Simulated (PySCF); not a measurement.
# C2H6F2OSi: electronic excitations and core binding energies

What electronic excitations and core binding energies should C2H6F2OSi (`OC[C@@H](F)[SiH2]F`) show?

Computed with PySCF 2.14.0, with density-fitted response routines of our own, on a single molecule in the gas phase. Atoms count from 0, in the outputs and in this text.

### 1 The molecule as given

12 atoms, charge 0, multiplicity 1; geometry from: GFN2-xTB.

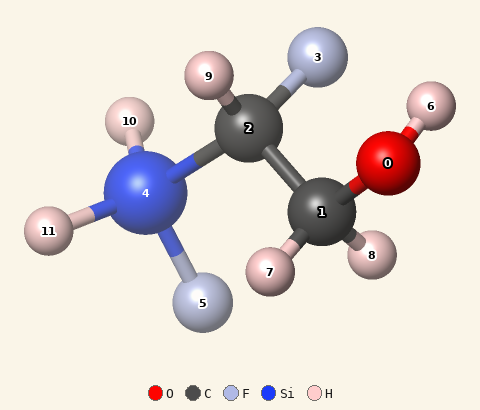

The starting geometry (oxygen red, carbon dark grey, fluorine light blue, silicon blue, hydrogen pink), atoms numbered.

### 2 Ultraviolet spectrum: CAM-B3LYP/def2-SVPD

Job settings and geometry (Å):

```
{"job": {"kind": "uv", "xc": "CAM-B3LYP", "basis": "def2-SVPD", "nstates": 8, "ntriplets": 3}, "charge": 0, "multiplicity": 1}
O     -2.297995    -0.396306    -0.538030
C     -0.948560    -0.066158    -0.730009
C     -0.152194    -0.077537     0.572690
F     -0.118672    -1.398102     1.034487
Si     1.649789     0.552013     0.387050
F      2.114705     0.163049    -1.102613
H     -2.338467    -1.258094    -0.105128
H     -0.935632     0.940533    -1.152388
H     -0.473317    -0.753695    -1.442701
H     -0.710553     0.469080     1.340885
H      2.525978    -0.179104     1.281473
H      1.686117     2.003635     0.428256
```

With the program's defaults for keys left out, this is: TDDFT CAM-B3LYP/def2-SVPD, vertical, gas phase, core orbitals frozen in the response.

Launch:

```bash
> OMP_NUM_THREADS=1 python probes_run.py task.json out
```

This one command runs all jobs of the session in turn.

The program printed:

```text
coarse grid: 10776 points
cycle   1  E = -643.5935107036  dE =  5.453e-01  |g| = 8.629e-01  |ddm| = 4.068e+00
cycle   2  E = -643.5032576629  dE =  9.025e-02  |g| = 1.174e+00  |ddm| = 1.701e+00
cycle   3  E = -643.7321988201  dE = -2.289e-01  |g| = 4.686e-02  |ddm| = 8.621e-01
cycle   4  E = -643.7326452137  dE = -4.464e-04  |g| = 1.508e-02  |ddm| = 9.659e-02
cycle   5  E = -643.7326811632  dE = -3.595e-05  |g| = 9.491e-03  |ddm| = 2.849e-02
cycle   6  E = -643.7326968857  dE = -1.572e-05  |g| = 1.092e-03  |ddm| = 8.294e-03
cycle   7  E = -643.7326971534  dE = -2.677e-07  |g| = 4.427e-04  |ddm| = 2.223e-03
final grid: 100992 points
cycle   8  E = -643.8246606763  dE = -2.402e-05  |g| = 3.896e-03  |ddm| = 3.744e-02
cycle   9  E = -643.8246596263  dE =  1.050e-06  |g| = 4.856e-03  |ddm| = 7.690e-03
cycle  10  E = -643.8246637202  dE = -4.094e-06  |g| = 3.427e-04  |ddm| = 3.593e-03
cycle  11  E = -643.8246637411  dE = -2.096e-08  |g| = 1.612e-04  |ddm| = 5.645e-04
cycle  12  E = -643.8246637474  dE = -6.219e-09  |g| = 1.359e-05  |ddm| = 2.092e-04
cycle  13  E = -643.8246637474  dE = -8.095e-11  |g| = 3.667e-06  |ddm| = 3.617e-05
converged SCF energy = -643.8246637474

Static polarisability (au): isotropic 55.643, principal 49.430 53.204 64.294

Singlet excitations
state   eV       nm        f      main configurations
  1   7.2541    170.9   0.01925   H->L 0.69, H-1->L 0.24
  2   7.3310    169.1   0.01787   H->L+1 0.68, H->L+2 0.20
  3   8.1061    153.0   0.01085   H-1->L 0.42, H->L 0.16, H->L+3 0.15
  4   8.1442    152.2   0.00912   H-1->L+1 0.34, H->L+4 0.29
  5   8.2595    150.1   0.01236   H->L+2 0.24, H-1->L 0.19, H->L+3 0.18
  6   8.4634    146.5   0.01249   H-3->L 0.86
  7   8.6770    142.9   0.04776   H-1->L+1 0.28, H->L+4 0.20, H->L+2 0.14
  8   8.8522    140.1   0.00317   H-1->L+3 0.23, H-1->L+1 0.15, H-1->L+2 0.14

Triplet excitations (Tamm-Dancoff, eV): 6.8988 7.0000 7.5777
```

Wall time 26 s (1 thread of Arm Neoverse V1, shared host); peak memory 0.76 GiB.

The orbitals next to the gap, with their largest atomic shares:

```tsv
orbital	eV	atoms
HOMO−3	-11.68	Si4 32 %, H10 21 %, H11 21 %
HOMO−2	-11.45	O0 26 %, F3 24 %, C1 18 %
HOMO−1	-10.57	O0 20 %, C2 20 %, F3 16 %
HOMO	-9.65	O0 52 %, C2 14 %, C1 11 %
LUMO	0.62	Si4 40 %, H11 13 %, H10 13 %
LUMO+1	1.13	Si4 19 %, O0 14 %, C2 12 %
LUMO+2	1.46	Si4 36 %, O0 12 %, H10 10 %
```

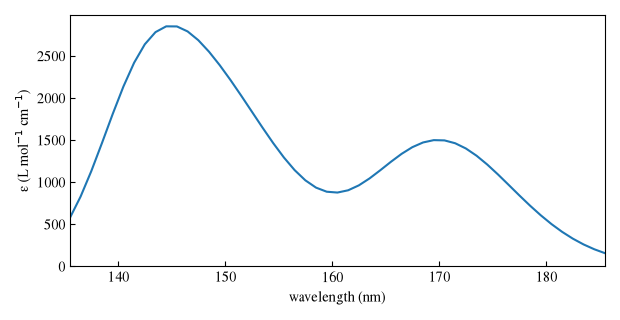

Absorption spectrum: each of the 8 states is a Gaussian band of 0.4 eV half-width at 1/e. Beyond the last state computed it falls off for lack of states.

Ground-state properties from the same run:

```tsv
property	computed
dipole moment (D)	1.85
polarisability (Å³)	8.25
HOMO–LUMO gap (eV)	10.27
−ε(HOMO) (eV)	9.65
```

### 3 Core-electron binding energies: SCAN, X2C

Same as in step 2 but for these lines:

```diff
@@ -1,2 +1,2 @@
-{"job": {"kind": "uv", "xc": "CAM-B3LYP", "basis": "def2-SVPD", "nstates": 8, "ntriplets": 3}, "charge": 0, "multiplicity": 1}
+{"job": {"kind": "xps"}, "charge": 0, "multiplicity": 1}
 O     -2.297995    -0.396306    -0.538030
```

Method: delta-SCF UKS SCAN, pcX-2 on the ionised atom, pcseg-1 elsewhere, spin-free X2C.

The program printed:

```text
ground state, core basis on atom 0 (O), 149 functions
  cycle   1  E = -644.77191003  |g| = 9.14e-01
  cycle   2  E = -644.41001229  |g| = 1.71e+00
  cycle   3  E = -644.90957286  |g| = 1.17e-01
  cycle   4  E = -644.91185501  |g| = 5.69e-02
  cycle   5  E = -644.91262838  |g| = 1.15e-02
  cycle   6  E = -644.91265787  |g| = 2.80e-03
  cycle   7  E = -644.91265866  |g| = 2.00e-03
  cycle   8  E = -644.91265929  |g| = 2.97e-04
  E(ground) = -644.94099332 Eh
hole in O 1s of atom 0
  cycle   1  E = -624.30272251  |g| = 2.21e+00
  cycle   2  E = -623.12377885  |g| = 2.46e+00
  cycle   3  E = -624.97211485  |g| = 5.52e-01
  cycle   4  E = -625.07463573  |g| = 2.73e-01
  cycle   5  E = -625.10197395  |g| = 1.06e-01
  cycle   6  E = -625.10546894  |g| = 3.77e-02
  cycle   7  E = -625.10595966  |g| = 9.87e-03
  cycle   8  E = -625.10600435  |g| = 3.00e-03
  cycle   9  E = -625.10600930  |g| = 1.36e-03
  cycle  10  E = -625.10600994  |g| = 9.10e-04
  cycle  11  E = -625.10601138  |g| = 2.28e-04
  E(ion) = -625.13471318 Eh   <S^2> = 0.7619   hole on atom = 1.000   binding energy = 538.956 eV
ground state, core basis on atom 1 (C), 149 functions
  cycle   1  E = -644.88656887  |g| = 6.43e-02
  cycle   2  E = -644.88617936  |g| = 5.67e-02
  cycle   3  E = -644.88661079  |g| = 2.96e-02
  cycle   4  E = -644.88676925  |g| = 2.73e-03
  cycle   5  E = -644.88677162  |g| = 7.22e-04
  cycle   6  E = -644.88677189  |g| = 1.59e-04
  E(ground) = -644.91634562 Eh
hole in C 1s of atom 1
  cycle   1  E = -633.58117375  |g| = 1.51e+00
  cycle   2  E = -632.69289738  |g| = 2.00e+00
  cycle   3  E = -634.06540478  |g| = 4.37e-01
  cycle   4  E = -634.10522212  |g| = 2.95e-01
  cycle   5  E = -634.13350442  |g| = 5.95e-02
  cycle   6  E = -634.13459865  |g| = 2.21e-02
  cycle   7  E = -634.13479947  |g| = 8.83e-03
  cycle   8  E = -634.13483604  |g| = 4.01e-03
  cycle   9  E = -634.13484352  |g| = 1.86e-03
  cycle  10  E = -634.13484850  |g| = 7.47e-04
  cycle  11  E = -634.13484765  |g| = 3.69e-04
  E(ion) = -634.16326354 Eh   <S^2> = 0.7724   hole on atom = 1.000   binding energy = 292.606 eV
ground state, core basis on atom 2 (C), 149 functions
  cycle   1  E = -644.88809896  |g| = 5.86e-02
  cycle   2  E = -644.88810596  |g| = 1.81e-02
  cycle   3  E = -644.88810611  |g| = 1.85e-02
  cycle   4  E = -644.88818082  |g| = 2.49e-03
  cycle   5  E = -644.88818160  |g| = 1.04e-03
  cycle   6  E = -644.88818424  |g| = 8.50e-05
  E(ground) = -644.91803987 Eh
hole in C 1s of atom 2
  cycle   1  E = -633.56446359  |g| = 1.51e+00
  cycle   2  E = -630.23174779  |g| = 2.83e+00
  cycle   3  E = -633.70490676  |g| = 1.05e+00
  cycle   4  E = -634.07007365  |g| = 4.03e-01
  cycle   5  E = -634.11688627  |g| = 1.99e-01
  cycle   6  E = -634.12797892  |g| = 7.66e-02
  cycle   7  E = -634.13002594  |g| = 1.29e-02
  cycle   8  E = -634.13009132  |g| = 6.84e-03
  cycle   9  E = -634.13011794  |g| = 1.97e-03
  cycle  10  E = -634.13012244  |g| = 1.21e-03
  cycle  11  E = -634.13012174  |g| = 9.34e-04
  cycle  12  E = -634.13012312  |g| = 1.98e-04
  E(ion) = -634.16044617 Eh   <S^2> = 0.7734   hole on atom = 1.000   binding energy = 292.729 eV
ground state, core basis on atom 3 (F), 149 functions
  cycle   1  E = -644.92740058  |g| = 1.15e-01
  cycle   2  E = -644.92716330  |g| = 5.05e-02
  cycle   3  E = -644.92696265  |g| = 6.35e-02
  cycle   4  E = -644.92751948  |g| = 3.02e-03
  cycle   5  E = -644.92752281  |g| = 3.59e-04
  E(ground) = -644.95987932 Eh
hole in F 1s of atom 3
  cycle   1  E = -618.57636566  |g| = 2.58e+00
  cycle   2  E = -617.99740225  |g| = 2.37e+00
  cycle   3  E = -619.20508191  |g| = 7.76e-01
  cycle   4  E = -619.39739578  |g| = 4.43e-01
  cycle   5  E = -619.46946248  |g| = 1.02e-01
  cycle   6  E = -619.47247547  |g| = 4.46e-02
  cycle   7  E = -619.47332805  |g| = 5.73e-03
  cycle   8  E = -619.47333414  |g| = 4.42e-03
  cycle   9  E = -619.47334042  |g| = 1.02e-03
  cycle  10  E = -619.47334053  |g| = 2.38e-04
  E(ion) = -619.51124409 Eh   <S^2> = 0.7571   hole on atom = 1.000   binding energy = 692.493 eV
ground state, core basis on atom 4 (Si), 160 functions
  cycle   1  E = -644.98510867  |g| = 2.93e-01
  cycle   2  E = -644.98449764  |g| = 9.37e-02
  cycle   3  E = -644.98337280  |g| = 1.22e-01
  cycle   4  E = -644.98573269  |g| = 1.40e-02
  cycle   5  E = -644.98575862  |g| = 1.96e-03
  cycle   6  E = -644.98576211  |g| = 4.33e-04
  E(ground) = -644.97454769 Eh
hole in Si 1s of atom 4
  cycle   1  E = -576.01581613  |g| = 4.35e+00
  cycle   2  E = -573.96970754  |g| = 2.72e+00
  cycle   3  E = -569.37811553  |g| = 3.25e+00
  cycle   4  E = -576.80795065  |g| = 7.25e-01
  cycle   5  E = -576.98402074  |g| = 4.35e-01
  cycle   6  E = -577.04671972  |g| = 1.84e-01
  cycle   7  E = -577.05828574  |g| = 7.20e-02
  cycle   8  E = -577.06007983  |g| = 2.82e-02
  cycle   9  E = -577.06043628  |g| = 6.04e-03
  cycle  10  E = -577.06044924  |g| = 2.44e-03
  cycle  11  E = -577.06045076  |g| = 7.17e-04
  cycle  12  E = -577.06045108  |g| = 2.03e-04
  E(ion) = -577.05793993 Eh   <S^2> = 0.7523   hole on atom = 1.000   binding energy = 1848.105 eV
hole in Si 2p of atom 4
  cycle   1  E = -640.67492124  |g| = 1.23e+00
  cycle   2  E = -638.64463283  |g| = 1.86e+00
  cycle   3  E = -640.53549810  |g| = 1.01e+00
  cycle   4  E = -640.94627167  |g| = 2.35e-01
  cycle   5  E = -640.97852168  |g| = 1.33e-01
  cycle   6  E = -640.98467614  |g| = 4.77e-02
  cycle   7  E = -640.98552322  |g| = 1.41e-02
  cycle   8  E = -640.98557208  |g| = 7.18e-03
  cycle   9  E = -640.98559302  |g| = 1.15e-03
  cycle  10  E = -640.98559413  |g| = 3.90e-04
  E(ion) = -640.98592787 Eh   <S^2> = 0.7515   hole on atom = 1.002   binding energy = 108.536 eV
  2p3/2 = 108.265 eV   2p1/2 = 108.892 eV
ground state, core basis on atom 5 (F), 149 functions
  cycle   1  E = -644.92888229  |g| = 1.24e-01
  cycle   2  E = -644.92829786  |g| = 8.69e-02
  cycle   3  E = -644.92875686  |g| = 6.67e-02
  cycle   4  E = -644.92932543  |g| = 5.64e-03
  cycle   5  E = -644.92933254  |g| = 1.00e-03
  cycle   6  E = -644.92933365  |g| = 2.30e-04
  E(ground) = -644.96159173 Eh
hole in F 1s of atom 5
  cycle   1  E = -618.58199410  |g| = 2.58e+00
  cycle   2  E = -617.88812386  |g| = 2.34e+00
  cycle   3  E = -619.13264715  |g| = 8.91e-01
  cycle   4  E = -619.42220954  |g| = 3.74e-01
  cycle   5  E = -619.46613278  |g| = 9.95e-02
  cycle   6  E = -619.46968589  |g| = 3.84e-02
  cycle   7  E = -619.47041960  |g| = 8.90e-03
  cycle   8  E = -619.47044661  |g| = 5.13e-03
  cycle   9  E = -619.47045635  |g| = 1.65e-03
  cycle  10  E = -619.47045783  |g| = 3.64e-04
  E(ion) = -619.50920635 Eh   <S^2> = 0.7565   hole on atom = 1.000   binding energy = 692.595 eV
```

Wall time 61 s (1 thread of Arm Neoverse V1, shared host); peak memory 0.65 GiB.

The holes in one table. −ε is the ground-state orbital energy:

```tsv
hole	stands for	environment	ΔSCF (eV; 2p as the shell's mean)	−ε (eV)	⟨S²⟩
O1s on O0	O0	alcohol oxygen	538.96	516.8	0.762
C1s on C1	C1	sp3 CH2 bonded to O	292.61	275.3	0.772
C1s on C2	C2	sp3 CH bonded to F and Si	292.73	275.8	0.773
F1s on F3	F3	fluorine on an sp3 carbon	692.49	666.7	0.757
Si1s on Si4	Si4	silicon bonded to C, F, 2 H	1848.11	1794.6	0.752
Si2p on Si4	Si4	silicon bonded to C, F, 2 H	108.47	97.3	0.752
F1s on F5	F5	fluorine bonded to Si	692.59	666.5	0.757
```

With the spin-orbit splitting: Si4 2p3/2 108.26, 2p1/2 108.89 eV. The table gives each 2p level as the mean over the whole 2p shell (two parts 2p3/2, one part 2p1/2), which differs a little from the single hole in the log.

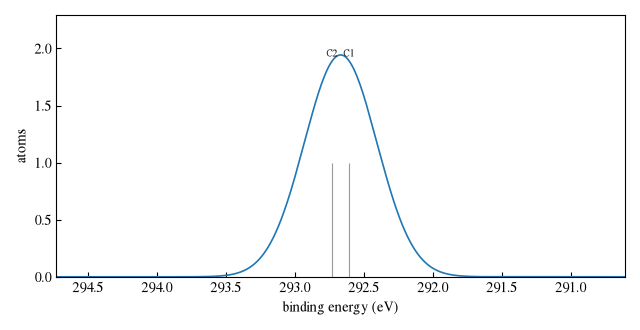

The C1s photoelectron lines, weighted by the number of atoms. Lines are broadened to a width of 0.60 eV (Gaussian).

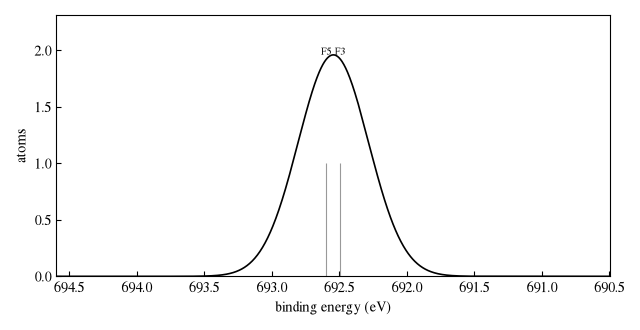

The F1s photoelectron lines, weighted by the number of atoms. Lines are broadened to a width of 0.60 eV (Gaussian).

### 4 Outcome

| quantity | value |
| --- | --- |
| lowest singlet (CAM-B3LYP/def2-SVPD) | 7.25 eV (171 nm), f = 0.019 |
| brightest single state of those computed | state 7, 8.68 eV, f = 0.048 |
| lowest triplet | 6.90 eV |
| C1s binding energies, SCAN/pcX-2 | C2 292.73, C1 292.61 eV |
| F1s binding energies, SCAN/pcX-2 | F5 692.59, F3 692.49 eV |
| O1s binding energies, SCAN/pcX-2 | O0 538.96 eV |
| Si1s binding energies, SCAN/pcX-2 | Si4 1848.11 eV |
| Si2p binding energies, SCAN/pcX-2 | Si4 108.47 eV |

**Reading.** The lowest singlet, at 7.25 eV, is HOMO→LUMO 0.69, HOMO−1→LUMO 0.24 and is weak; of the 8 states computed, the strongest absorption comes from state 7 at 8.68 eV. The lowest triplet lies 0.36 eV below the lowest singlet (triplets in Tamm-Dancoff, singlets in full TDDFT). C2 (sp3 CH bonded to F and Si) binds its C1s electron 0.12 eV more tightly than C1 (sp3 CH2 bonded to O). F5 (fluorine bonded to Si) binds its F1s electron 0.10 eV more tightly than F3 (fluorine on an sp3 carbon).
